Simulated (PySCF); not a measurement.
Molecule: C4H12OSi, SMILES [SiH3]OCCCC. Atoms near the plane z = 1.5 Å, at the GFN2-xTB optimised geometry (x, y, z in Å): C3 (0.9, -1.1, 0.0), C4 (-0.6, -1.1, 0.0), O5 (-1.1, 0.2, 0.0), Si6 (-2.6, 0.7, -0.1), H12 (1.3, -2.2, 0.1), H13 (1.3, -0.6, 0.9), H15 (-1.0, -1.7, 0.9), H17 (-2.3, 2.2, -0.1), H18 (-3.4, 0.3, 1.0).

Calculation: PBE/def2-SVP run with PySCF. The values are rescaled to run from 0 to 1.

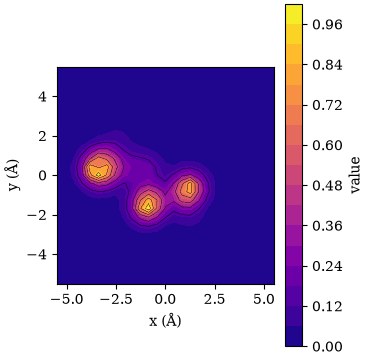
Fig. 1. a field on the plane z = 1.5 Å.

**Question.** Which quantity is mapped?
(A) electron localisation function
(B) an orbital amplitude
(C) Laplacian of the electron density
(D) log10 of the electron density

**Answer.** C, Laplacian of the electron density. In full: Laplacian of the electron density (e/bohr⁵).
